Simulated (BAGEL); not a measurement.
# CH3FO (SMILES OCF) at HF/STO-3G (density fitting with qzvpp-jkfit)

Aim: the vertical ionisation energy of CH3FO at HF/STO-3G (density fitting with qzvpp-jkfit), from 2 runs. 

Program for the calculation: BAGEL 1.2.2.

### Step 1. The system as given

The species is CH3FO (6 atoms), meant as a singlet with charge 0. SMILES: `OCF`. The shape is that of a PBE0-D4/def2-TZVP optimisation. This is one conformer, not always the lowest.

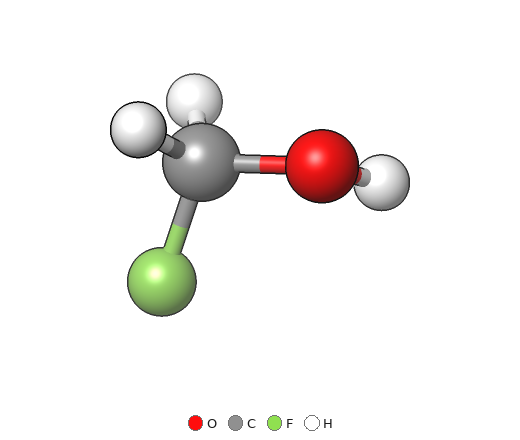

Viewed from a chosen angle; oxygen red, carbon grey, fluorine green, hydrogen white.

### Step 2. A single-point energy at HF/STO-3G (density fitting with qzvpp-jkfit)

File hf.json:

```json
{ "bagel": [

{
  "title": "molecule",
  "basis": "sto-3g",
  "df_basis": "qzvpp-jkfit",
  "angstrom": true,
  "geometry": [
    { "atom": "O", "xyz": [      -0.794000,      -0.697200,      -0.247400 ] },
    { "atom": "C", "xyz": [       0.250200,       0.049000,       0.230800 ] },
    { "atom": "F", "xyz": [      -0.094100,       1.383200,       0.323800 ] },
    { "atom": "H", "xyz": [      -0.928700,      -0.495100,      -1.178000 ] },
    { "atom": "H", "xyz": [       1.136800,       0.004900,      -0.412500 ] },
    { "atom": "H", "xyz": [       0.472100,      -0.308800,       1.237300 ] }
  ]
},

{ "title": "hf" },

{ "title": "print", "file": "orbitals.molden", "orbitals": true }

]}
```

The run is started by

```
$ BAGEL_NUM_THREADS=1 BAGEL hf.json > hf.out
```

Output:

```text
* using 1 threads per process

  ===============================================================
  ===============================================================

  *** Geometry ***

  { "atom" : "O", "xyz" : [     -1.500443,     -1.317517,     -0.467518 ] },
  { "atom" : "C", "xyz" : [      0.472809,      0.092597,      0.436149 ] },
  { "atom" : "F", "xyz" : [     -0.177823,      2.613869,      0.611893 ] },
  { "atom" : "H", "xyz" : [     -1.754989,     -0.935603,     -2.226097 ] },
  { "atom" : "H", "xyz" : [      2.148241,      0.009260,     -0.779512 ] },
  { "atom" : "H", "xyz" : [      0.892140,     -0.583547,      2.338158 ] },

  Number of auxiliary basis functions:      283

  Since a DF basis is specified, we compute 2- and 3-index integrals:
    o Being stored without compression. Storage requirement is 0.001 GB

  Number of basis functions:       18
  Number of electrons      :       26

    * METHOD: MOLECULE                             0.04

  *** RHF ***

  === Nuclear Repulsion ===
    79.4403251728

      * DIIS with orbital gradients will be used.

  === RHF iteration (sto-3g) ===
      0       -210.90314524          0.03136935           0.00
      1       -210.99699600          0.00748192           0.00
      2       -211.00250765          0.00160795           0.00
      3       -211.00302242          0.00019218           0.00
      4       -211.00303062          0.00003545           0.00
      5       -211.00303086          0.00000517           0.00
      6       -211.00303086          0.00000137           0.00
      7       -211.00303086          0.00000041           0.00
      8       -211.00303086          0.00000007           0.00
      9       -211.00303086          0.00000002           0.00
     10       -211.00303086          0.00000001           0.00
    * SCF iteration converged.

    * Permanent dipole moment:
           (   -0.361239,     0.106700,     0.419075) a.u.

    * METHOD: HF                                   0.06

    * METHOD: PRINT                                0.00

  ===============================================================
```

Run time: 0.22 s. Hardware: 1 thread of Arm Neoverse V2, shared host.

### Step 3. The doublet cation at the same level

File input.json:

```json
{ "bagel" : [

{
  "title" : "molecule",
  "basis" : "sto-3g",
  "df_basis" : "qzvpp-jkfit",
  "angstrom" : true,
  "geometry" : [
    { "atom" : "O", "xyz" : [      -0.794000,      -0.697200,      -0.247400 ] },
    { "atom" : "C", "xyz" : [       0.250200,       0.049000,       0.230800 ] },
    { "atom" : "F", "xyz" : [      -0.094100,       1.383200,       0.323800 ] },
    { "atom" : "H", "xyz" : [      -0.928700,      -0.495100,      -1.178000 ] },
    { "atom" : "H", "xyz" : [       1.136800,       0.004900,      -0.412500 ] },
    { "atom" : "H", "xyz" : [       0.472100,      -0.308800,       1.237300 ] }
  ]
},

{
  "title" : "uhf",
  "charge" : 1,
  "nopen" : 1
},

{
  "title" : "print",
  "file" : "orbitals.molden",
  "orbitals" : true
}

]}
```

The run is started by

```
$ BAGEL_NUM_THREADS=1 BAGEL input.json > input.out
```

Output:

```text
* using 1 threads per process

  ===============================================================
  ===============================================================

  *** Geometry ***

  { "atom" : "O", "xyz" : [     -1.500443,     -1.317517,     -0.467518 ] },
  { "atom" : "C", "xyz" : [      0.472809,      0.092597,      0.436149 ] },
  { "atom" : "F", "xyz" : [     -0.177823,      2.613869,      0.611893 ] },
  { "atom" : "H", "xyz" : [     -1.754989,     -0.935603,     -2.226097 ] },
  { "atom" : "H", "xyz" : [      2.148241,      0.009260,     -0.779512 ] },
  { "atom" : "H", "xyz" : [      0.892140,     -0.583547,      2.338158 ] },

  Number of auxiliary basis functions:      283

  Since a DF basis is specified, we compute 2- and 3-index integrals:
    o Being stored without compression. Storage requirement is 0.001 GB

  Number of basis functions:       18
  Number of electrons      :       26

    * METHOD: MOLECULE                             0.04

  *** Open-shell HF ***

  === Nuclear Repulsion ===
    79.4403251728

      * DIIS with orbital gradients will be used.

  === UHF iteration (sto-3g) ===
      0       -210.52966779          0.06716509           0.00
      1       -210.64804048          0.02342288           0.00
      2       -210.67053958          0.01213691           0.00
      3       -210.67995060          0.00858238           0.00
      4       -210.69495927          0.00433103           0.00
      5       -210.69759904          0.00465785           0.00
      6       -210.69986133          0.00224057           0.00
      7       -210.70082383          0.00239108           0.00
      8       -210.70226016          0.00128296           0.00
      9       -210.70300392          0.00070724           0.00
     10       -210.70311703          0.00019891           0.00
     11       -210.70314648          0.00009015           0.00
     12       -210.70315647          0.00004344           0.00
     13       -210.70315891          0.00001629           0.00
     14       -210.70315921          0.00000832           0.00
     15       -210.70315929          0.00000470           0.00
     16       -210.70315932          0.00000279           0.00
     17       -210.70315933          0.00000140           0.00
     18       -210.70315933          0.00000052           0.00
     19       -210.70315933          0.00000018           0.00
     20       -210.70315933          0.00000010           0.00
     21       -210.70315933          0.00000006           0.00
     22       -210.70315933          0.00000003           0.00
     23       -210.70315933          0.00000001           0.00
     24       -210.70315933          0.00000001           0.00
    * SCF iteration converged.

    * S^2 (UHF) is 0.7620

    * Permanent dipole moment:
           (    0.102039,     1.110144,     1.041903) a.u.

    * METHOD: UHF                                  0.14

    * METHOD: PRINT                                0.00

  ===============================================================
```

It took 0.3 s on 1 thread of Arm Neoverse V2, shared host.

### Step 4. What came out

Level: HF/STO-3G (density fitting with qzvpp-jkfit).

| quantity | value |
| --- | --- |
| singlet CH3FO: total energy | -211.00303 Eh |
| singlet CH3FO: dipole moment | 1.43 D |
| singlet CH3FO: HOMO energy | -10.37 eV |
| singlet CH3FO: LUMO energy | 15.70 eV |
| singlet CH3FO: HOMO–LUMO gap | 26.08 eV |
| doublet cation: total energy | -210.70316 Eh |
| doublet cation: ⟨S²⟩ | 0.762 |
| vertical ionisation energy (to the doublet cation) | 8.160 eV |

In words: Removing an electron at fixed nuclei costs 8.16 eV (787 kJ/mol). The negative HOMO energy of the first species, 10.37 eV, lies 2.21 eV above that difference. In a minimal basis such a difference can be off by several eV, whatever the method.
